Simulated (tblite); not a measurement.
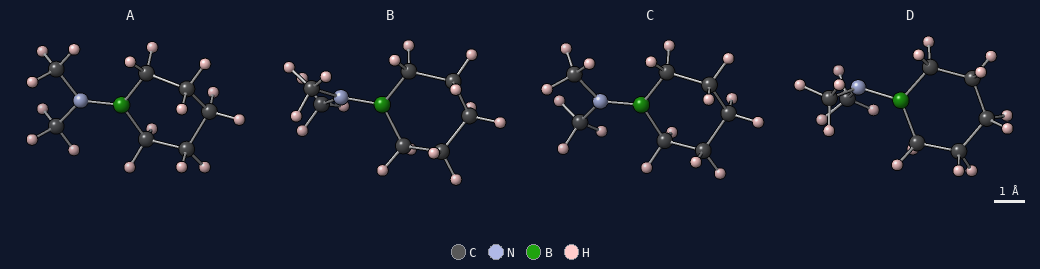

4 geometries from one relaxation of C7H16BN, in shuffled order. Style: ball-and-stick. Shown at a tilt.

All numbers below come from GFN2-xTB geometry optimisation, gas phase (tblite 0.8.0). 

Q: Order the frames from highest to lowest energy.

A: D, B, C, A. They are steps 0, 25, 52, 136, at +52.7 kcal/mol, +16.4 kcal/mol, +2.99 kcal/mol relative to the last. The largest move after the best rigid fit is that of an H atom, 1.73 Å. Largest moves by element: H 1.73 Å, C 1.14 Å, N 0.45 Å, B 0.19 Å. Among the contacts that change: B–N 1.532 → 1.390 Å, C–C 1.456 → 1.524 Å, C–C 1.470 → 1.532 Å, B–C 1.553 → 1.599 Å. Bond angles that change, for instance: C–N–B 112.3° → 125.1°, C–N–B 112.7° → 125.1°, C–C–C 121.1° → 110.1°. Groups turn about C–C by about 50°, C–C by about 45°, C–C by about 45°. The energy falls by 52.7 kcal/mol in 136 geometry steps. Cost: 1.2 s on 1 thread of Arm Neoverse V1 (shared host).
